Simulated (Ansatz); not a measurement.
# TiO2 (Anatase): a many-body input that goes wrong, and its mend

Aim: the G0W0 gap of TiO2 (Anatase). The first input has a fault.

Calculated with Ansatz 0.2.0; G0W0 on PBE, plane waves, PAW.

### 1. The starting structure

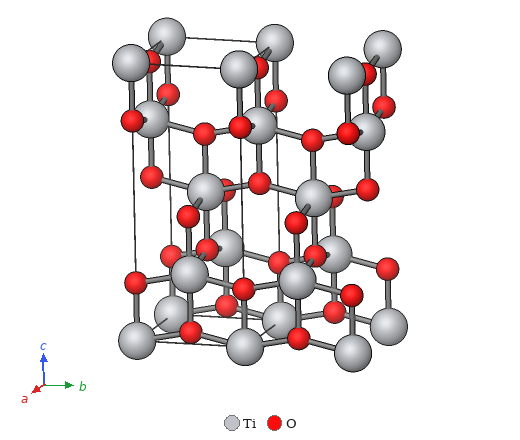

Start, viewed slightly off an axis; titanium light grey, oxygen red. 1×2×1 cells are drawn. This picture shows the conventional cell, with its axes. Some periodic images of atoms are drawn too.

The cell and positions come from the Crystallography Open Database and are kept as given unless a step says otherwise. The default PAW set here is soft_2. Its files were made with PBE.

### 2. First try

input.yaml reads:

```yaml
crystal:
  lattice:
    - [-1.8921, 1.8921, 4.7573]
    - [1.8921, -1.8921, 4.7573]
    - [1.8921, 1.8921, -4.7573]
  atoms:
    - { symbol: Ti, position: [0.0, 0.0, 0.0] }
    - { symbol: Ti, position: [0.75, 0.25, 0.5] }
    - { symbol: O, position: [0.2081, 0.2081, 0.0] }
    - { symbol: O, position: [0.9581, 0.4581, 0.5] }
    - { symbol: O, position: [0.5419, 0.0419, 0.5] }
    - { symbol: O, position: [0.7919, 0.7919, 0.0] }
kpoints:
  mp_grid: { grid: [4, 4, 4] }
hamiltonian:
  xc: pbe
scf:
  occupations: { method: fixed }
gw:
  n_empty_bands: 71
  ecut_chi: 60
  qp_bands: [v2, c2]
  qp_kpoints: band_edges
  screening: { model: contour_deformation }
  static_remainder: true
```

Launch:

```bash
ansatz run input.yaml --threads 3 --pin off --max-ram 64512MiB --backend cuda --events-out ev --progress --plain --runs-dir out --devices 1 --max-vram 24GiB  # rebuilt from the run's record
```

Numbers of over 12 decimals in the logs are rounded to 6 here.

Log:

```text
Error: gw.static_remainder: true with hamiltonian.pseudopotentials.kind: paw|paw_fr|all_electron — the remainder's closure is formed of plane waves alone, without the terms of the atoms; leave out gw.static_remainder, or use kind: nc
```

Run time: 0.03 s. Hardware: 3 threads of AMD EPYC 7R13 (Zen 3), shared host; peak memory 0.07 GiB.

**What went wrong?**

The program refused the input before any cycle.

The program's message: “Error: gw.static_remainder: true with hamiltonian.pseudopotentials.kind: paw|paw_fr|all_electron — the remainder's closure is formed of plane waves alone, without the terms of the atoms; leave out gw. …”

The fault: static remainder on PAW. The remainder's closure is built from plane waves alone and lacks the terms inside the atoms.

### 3. A better input

G0W0 replaces the xc potential by the self-energy, built once from these orbitals. Only a window of levels is corrected, while the sums run over the empty bands that the input names.

Changes to input.yaml since step 2:

```diff
@@ -13,3 +13,3 @@
 kpoints:
-  mp_grid: { grid: [4, 4, 4] }
+  mp_grid: { grid: [6, 6, 6] }
 hamiltonian:
@@ -19,4 +19,4 @@
 gw:
-  n_empty_bands: 71
-  ecut_chi: 60
+  n_empty_bands: 154
+  ecut_chi: 100.0
   qp_bands: [v2, c2]
@@ -24,2 +24 @@
   screening: { model: contour_deformation }
-  static_remainder: true
```

Log:

```text
GPUs: using 1 of 1 available (devices: 1).
[...]
device memory: the entry about to start is reckoned to put 1.2 GiB on a device that reports 70.4 GiB free (of which the cap on the GPU budget leaves the run 24.0 GiB)
GPU FFT provider: cuFFT
GPU libraries: cuBLAS 13.8.1, cuFFT 12.4.0, cuSOLVER 12.3.2
Crystal: 6 atoms, lattice volume = 68.125 Å³
Basis set: ecut = 420 eV, 1315 PW (Γ)
Bands: 30, of which v1, the nominal top of the filled ones, is band 24 counted from 1 (23 counted from 0)
Symmetry: 16 space group operations
[...]
k-points: 30 of 216
[...]
GPU buffer pool allocated for 64000 grid points (all kernels)
GPU transforms: local potential and band sums: pruned to the plane-wave sphere, on 40×40×40
[...]
SCF iter   1: F=—  HF=-7277.469444 eV  |F-HF|=—  |Δ(HF+E_count)|=         —  Δρ=3.44e-3  dr2=3.18e-3  ethr=1.77e-3  ⟨swp⟩=4.1  Hψ=3412  notcnv=0  defer=78
[...]
0    23      6.8603   -25.3206     4.8182   -20.3244  0.7055     6.6815     6.6822  root
     0    24      6.8603   -25.3206     4.8182   -20.3244  0.7055     6.6815     6.6822  root
     0    25      9.4571   -13.0752    -6.3888   -20.7917  0.7329    10.8199    10.7848  root
     0    26     10.1979   -13.4563    -7.2394   -22.1402  0.7126    11.6955    11.6424  root
     1    23      6.6813   -25.8880     4.8122   -20.8930  0.7144     6.4978     6.4985  root
     1    24      7.0711   -25.7413     4.7814   -20.8004  0.7124     6.9112     6.9117  root
     1    25     10.2981   -13.3669    -7.2875   -22.0988  0.7126    11.7961    11.7425  root
     1    26     10.3998   -14.3012    -6.2979   -21.9275  0.7135    11.7707    11.7283  root
[...]
29    23      7.2097   -26.1440     4.6544   -21.3790  0.7181     7.0988     7.0991  root
    29    24      7.2097   -26.1440     4.6544   -21.3790  0.7181     7.0988     7.0991  root
    29    25      9.8146   -13.2308    -6.7941   -21.4109  0.7237    11.2441    11.2006  root
    29    26      9.8146   -13.2308    -6.7941   -21.4109  0.7237    11.2441    11.2006  root
[key lines of the parts left out:]
SCF converged after 6 iterations
Free energy (F): -7277.471112 eV
Fermi energy:    7.290149 eV
```

Wall time 23 s (1 × NVIDIA H100 80GB HBM3 (shared by 3 runs) with 3 threads); peak memory 1.4 GiB.

Reading the cycles: dr2 is the Hartree energy of the density residual (eV), the measure of convergence; HF is the Harris–Foulkes estimate of the energy, which meets the free energy F at convergence.

Numbers from this step:

* bands summed: 178
* RPA ε∞ on this mesh (eigenvalues): 6.057, 6.645, 6.645
* plane waves in the screening matrix: 155
* q-points in the mesh: 216
* G0W0 gap on the mesh: 3.618 eV
* k of the valence top: 0, 0, -0.5
* k of the conduction bottom: 0, 0, 0
* starting gap on the mesh: 2.167 eV
* Z at the valence top: 0.7124
* Z at the conduction bottom: 0.7329
* least direct G0W0 gap on the computed points: 3.944 eV

The gap on the mesh goes from 2.17 eV to 3.62 eV, a correction of +1.45 eV. Between the two edge states, bare exchange in place of the xc potential would open the gap by 12.59 eV, and correlation takes back 11.14 eV.

### 4. Outcome

| Property | Result |
| --- | --- |
| first try | refused after 0.03 s |
| better run | G0W0 gap on the mesh 3.62 eV (6×6×6 mesh, 154 empty bands, screening to 100 eV) |

In words: The second run differs in: mesh, empty bands, screening cutoff (eV) and static remainder. Bands and cutoff are finite, so the gap is not at the basis limit. The miss can reach some tenths of an eV and take either sign; the mesh is an error of its own.

[Paths, hosts, dates, memory and timing lines, banners, echoed tables and standing remarks are left out of the program output.]

[Logs are printed without paths, hosts, clocks, repeated set-up lines and the standing remarks that a program may print on its own settings, such as how far it seeks lower states.]

[Runs of the session that timed out or met a known fault of the program may be left out.]

[Cells called generated may have been cut or substituted from an entry of the Crystallography Open Database or the Materials Project.]

[Hosts, paths, dates, database ids (printed as entryN), source tags and the programs' standing remarks are cut or masked in the printed files.]
